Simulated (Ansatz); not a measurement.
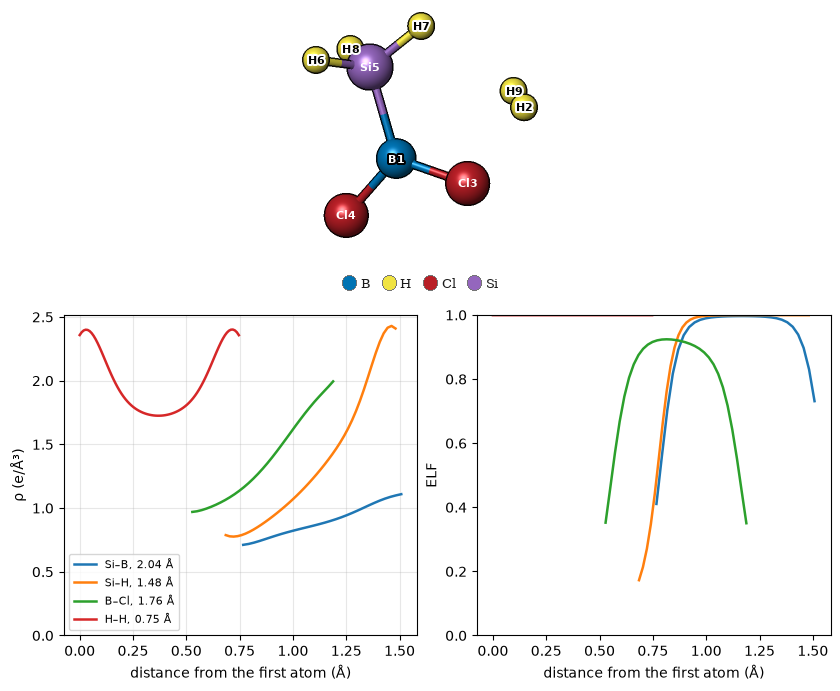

*BCl2H3Si···H2. Electron density and electron localisation function along straight lines between neighbouring atoms. The curves leave out the atomic cores. The structure is drawn too.*

The calculation used Ansatz, RHF/def2-SVP.

```yaml
atoms:
  - { symbol: B, position_ang: [-0.2035, -0.7210, -0.6544] }
  - { symbol: H, position_ang: [0.9335, 0.7036, 2.5243] }
  - { symbol: Cl, position_ang: [1.1979, 0.3058, -0.9393] }
  - { symbol: Cl, position_ang: [-1.7696, -0.1582, -1.2325] }
  - { symbol: Si, position_ang: [-0.0593, -2.5247, 0.2977] }
  - { symbol: H, position_ang: [-0.3588, -3.5947, -0.6859] }
  - { symbol: H, position_ang: [1.2957, -2.7361, 0.8562] }
  - { symbol: H, position_ang: [-1.0639, -2.5867, 1.3867] }
  - { symbol: H, position_ang: [0.5038, 0.5223, 3.1070] }
```

> Compare the contacts.

Si–B (2.04 Å): the density is about 0.83 e/Å³ at the midpoint; the ELF peaks at about 1 between the atoms: localised, covalent bonding.
Si–H (1.48 Å): ρ at the midpoint is about 0.78 e/Å³; the ELF climbs to about 1 towards the hydrogen, as it does in any bond to H.
B–Cl (1.76 Å): ρ is about 1.4 e/Å³ halfway; the ELF peaks at about 0.90 between the atoms; a polar covalent bond.
H–H (0.75 Å): ρ at the midpoint is about 1.7 e/Å³; the ELF peaks at about 1 between the atoms.
